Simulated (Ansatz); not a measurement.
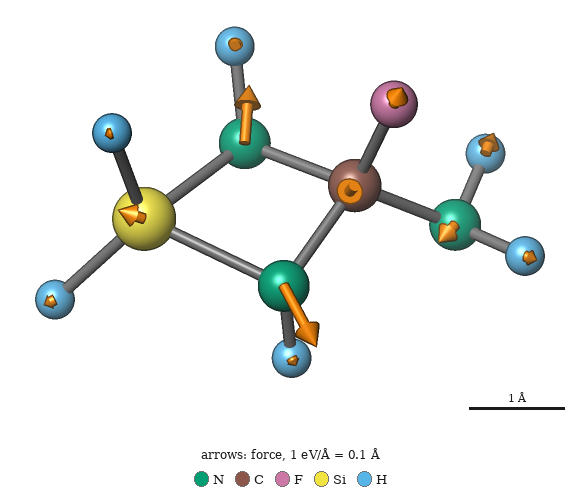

Starting geometry of CH$_{6}$FN$_{3}$Si (coarse preliminary run) with the computed forces as orange arrows. The picture is a ball-and-stick view, seen at a tilt.

The start comes from a force field.

Method: Ansatz 0.2.0, RKS PBE-D4/def2-SVP.

The input:
```yaml
crystal:
  periodic: [false, false, false]
  atoms:
    - {symbol: N, position_ang: [-0.263000, -1.718700, 0.621000]}
    - {symbol: C, position_ang: [0.020800, -0.300900, 0.555000]}
    - {symbol: F, position_ang: [0.469200, 0.180900, 1.694600]}
    - {symbol: N, position_ang: [-1.001500, 0.447300, -0.017300]}
    - {symbol: Si, position_ang: [-0.025600, 1.363300, -0.975900]}
    - {symbol: N, position_ang: [0.862400, -0.004700, -0.587600]}
    - {symbol: H, position_ang: [0.548900, -2.227600, 0.772500]}
    - {symbol: H, position_ang: [-0.875800, -1.828900, 1.401600]}
    - {symbol: H, position_ang: [-1.519200, -0.182300, -0.619900]}
    - {symbol: H, position_ang: [0.518900, 2.533800, -0.211100]}
    - {symbol: H, position_ang: [-0.453000, 1.402700, -2.349900]}
    - {symbol: H, position_ang: [1.794700, 0.280000, -0.249100]}
basis:
  gaussian: {orbitals: def2-SVP}
hamiltonian: {xc: pbe, dispersion: d4}
relax: {f_tol: 0.03, max_steps: 200}
```

Command:
```bash
ansatz run in.yaml --threads 4 --pin off --events-out ev --progress --plain --max-ram 10444MiB
```

Q: What follows when this structure is relaxed?

A: It isn't relaxed: the largest force vector, on N4, is 8.54 eV/Å. The final displacements have little in common with the starting forces (cosine between the two patterns 0.20). The energy falls by 2.147 eV in 8 accepted moves (9 points after the start). The largest force component goes from 8 to 0.02 eV/Å. The line search rejected the trial step at point 4 of the run. H9 moves most after the best rigid fit: 0.78 Å. By element the largest moves are H 0.78 Å, N 0.37 Å, F 0.32 Å, Si 0.09 Å, C 0.02 Å. Near-neighbour distances that change, for instance: N4–Si5 1.646 → 1.763 Å, C2–F3 1.316 → 1.429 Å, Si5–N6 1.677 → 1.765 Å, Si5–H11 1.439 → 1.504 Å. Bond angles that change, for instance: Si5–N4–H9 107.6° → 128.3°, Si5–N6–H12 109.2° → 129.9°, H10–Si5–H11 125.0° → 108.0°. The run took 18 s on 4 threads of Arm Neoverse V1 (shared host).
